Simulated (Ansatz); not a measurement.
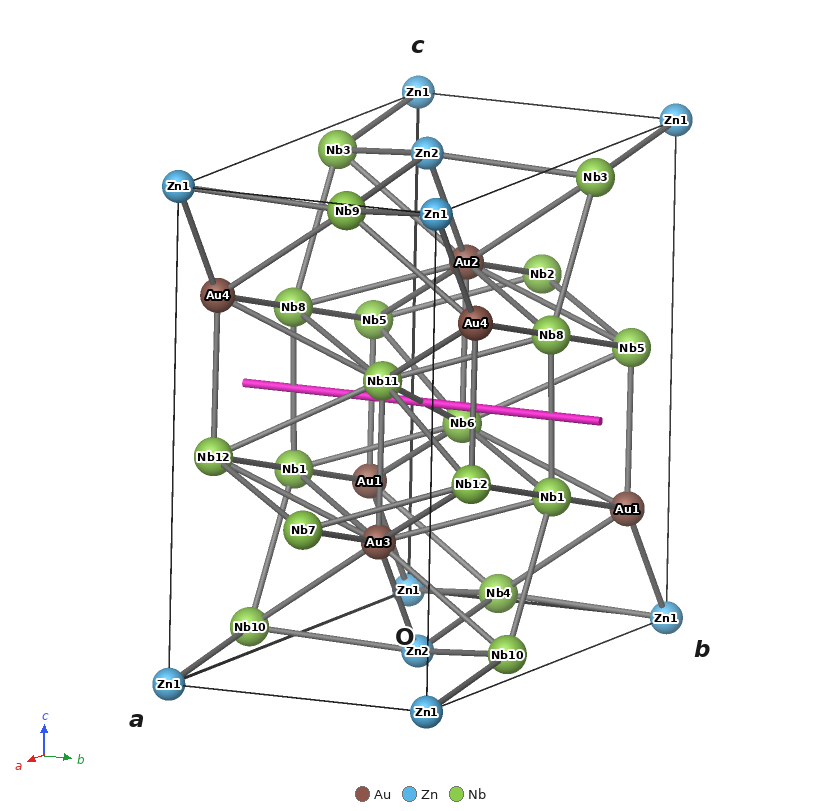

For Nb₆ZnAu₂, the end point of a relaxation with DFT, PAW plane waves, pbesol in Ansatz 0.2.0; the starting structure was generated, so it need not be a known form of this composition: the coloured rod is the axis of a symmetry operation of the crystal. The drawing is computed from the coordinates (standard cell, symmetry found to 0.002 Å).

a = 8.337 Å, b = 4.698 Å, c = 8.155 Å, α = 90.00°, β = 92.37°, γ = 90.00°.

```
atom       x       y       z
 Au1  0.1737  0.0000  0.2518
 Au2  0.3263  0.5000  0.7482
 Zn1  0.0000  0.0000  0.0000
 Nb1  0.4921  0.0000  0.3359
 Nb2  0.0079  0.5000  0.6641
 Nb3  0.3344  0.0000  0.9479
 Nb4  0.1656  0.5000  0.0521
 Nb5  0.1691  0.0000  0.5748
 Nb6  0.3309  0.5000  0.4252
 Au3  0.6737  0.5000  0.2518
 Au4  0.8263  0.0000  0.7482
 Zn2  0.5000  0.5000  0.0000
 Nb7  0.9921  0.5000  0.3359
 Nb8  0.5079  0.0000  0.6641
 Nb9  0.8344  0.5000  0.9479
Nb10  0.6656  0.0000  0.0521
Nb11  0.6691  0.5000  0.5748
Nb12  0.8309  0.0000  0.4252
```

Take the operation x, y, z → −x+1, y, −z+1.

### What kind of operation is it, and where does it lie?

It is a 2-fold rotation, about the line along [0 1 0] through (1/2, 1/2, 1/2).

### Onto which atom does it carry each atom (up to whole multiples of a, b and c)?

Au1 → Au4, Au2 → Au3, Zn1 → Zn1, Nb1 → Nb8, Nb2 → Nb7, Nb3 → Nb10, Nb4 → Nb9, Nb5 → Nb12, Nb6 → Nb11, Au3 → Au2, Au4 → Au1, Zn2 → Zn2, Nb7 → Nb2, Nb8 → Nb1, Nb9 → Nb4, Nb10 → Nb3, Nb11 → Nb6, Nb12 → Nb5.

### What is the crystal's space group?

C2/m, No. 12.
